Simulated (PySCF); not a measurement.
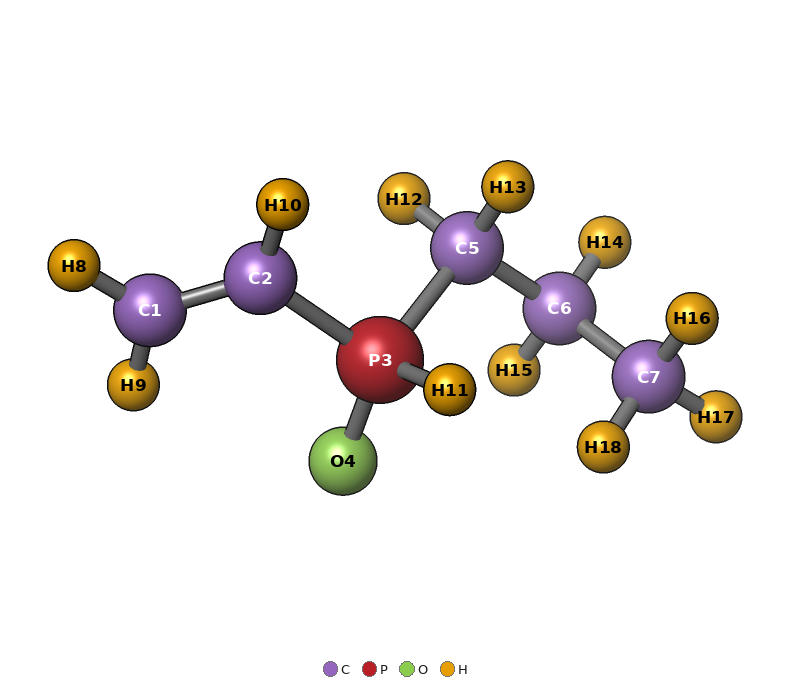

Computed geometry: GFN2-xTB optimisation. No frequency run is at hand to confirm it as a minimum. Electric field gradients from the ground-state density, PBE0/pcSseg-1 (PySCF 2.14.0), non-relativistic apart from any core potentials.

Give the largest field-gradient component, the quadrupole coupling constant and the asymmetry for 17O at O4 (Q = −25.6 mb).

| atom | V_zz (a.u.) | e²qQ/h (MHz) | η |
| --- | --- | --- | --- |
| O4 | 0.839 | −5.05 | 0.12 |

The geometry is semi-empirical. Around P such bond lengths and angles can be off by a tenth of an ångström or more and by several degrees, and values that hang on the shape move with them.
